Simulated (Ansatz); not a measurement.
## Electronic structure of BFH2···H2 in real space

```xyz
6

B    -0.6463   -0.5230   -0.4409
H     1.0891    1.4621    0.7207
H    -0.2791   -0.0992   -1.5106
H    -1.5207   -0.0358    0.2350
H     1.4118    0.8200    0.9760
F    -0.0548   -1.6240    0.0199
```

Computed with Ansatz, RKS PBE0/cc-pVDZ.

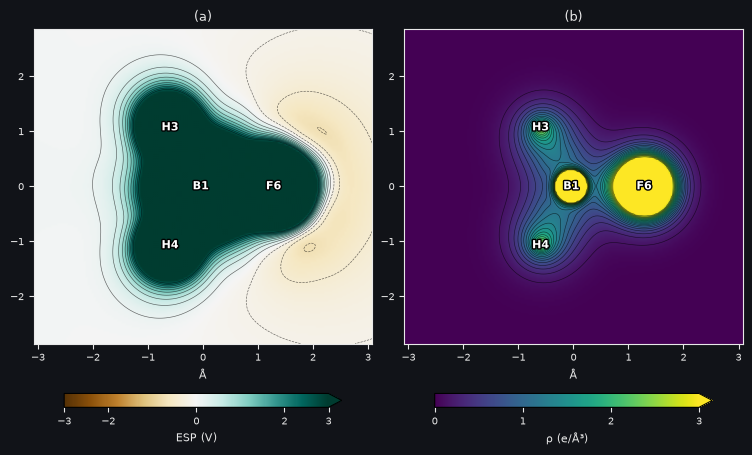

Figure 1. (a) electrostatic potential; (b) total electron density on the plane of atoms H3, B1 and H4.

Q: Read the bonding off the picture.

A: The section cuts through B, H and F sites.
B–F (1.33 Å): the density is about 2.1 e/Å³ at the midpoint.
B–H (1.21 Å): ρ is about 1.2 e/Å³ halfway.
Outside the dense part of the complex the potential is most negative (−0.7 V) near F6.

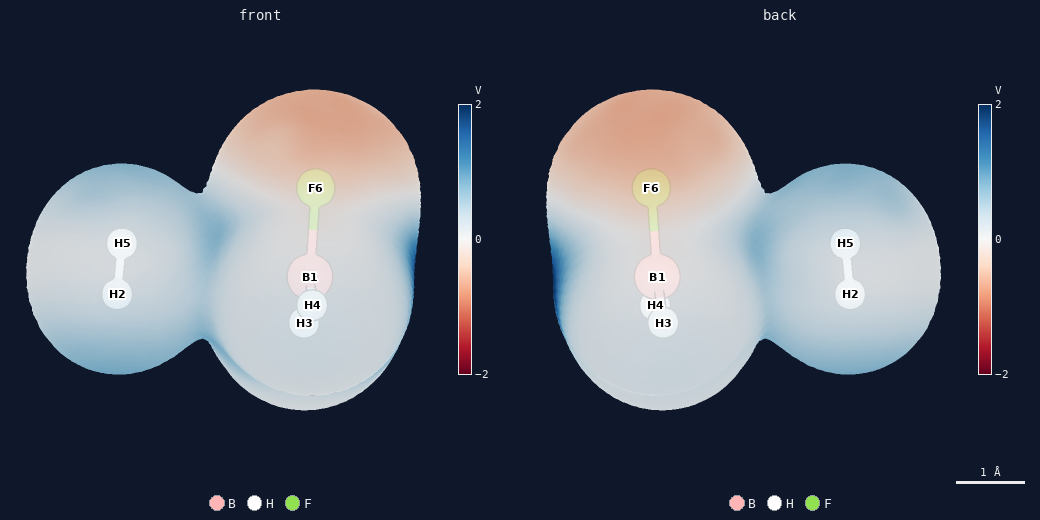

Figure 2. The molecular electrostatic potential painted on the density surface at 0.002 e/bohr³, seen from the front and from behind; the colour scale runs from red (negative) to blue (positive).

Q: Which sites attract a positive test charge, and which a negative one?

A: A positive charge is drawn to the negative regions and a negative charge to the positive ones. The most negative region (about −0.7 V) lies over F6, the most positive (about +1.9 V) over B1.

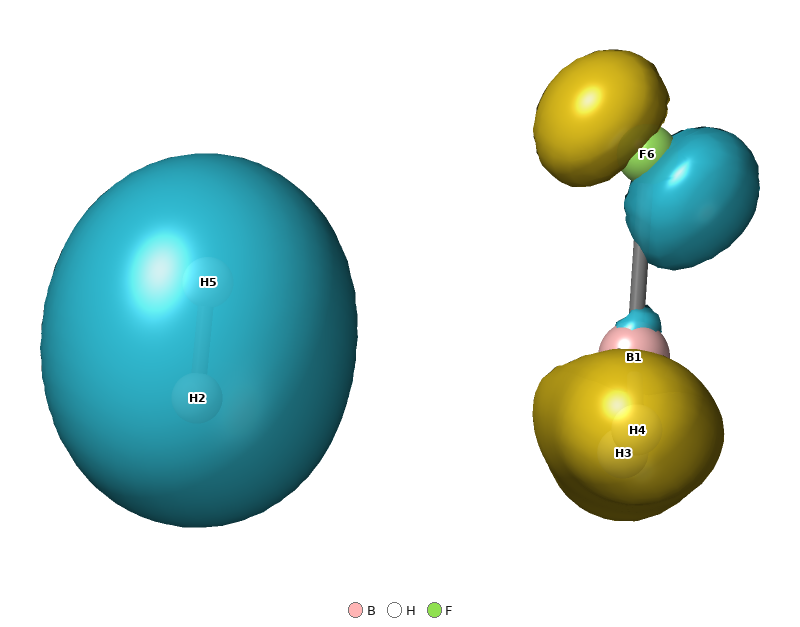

Figure 3. The HOMO−1 at ±0.15 Å⁻³ᐟ² (yellow and cyan are the two phases), seen across its widest extent.

Q: What is the character of this orbital?

A: By Hirshfeld shares it lies mainly on H2 (about 35 %), H5 (about 35 %), B1 (about 10 %) and F6 (about 10 %). Its energy is −11.95 eV.
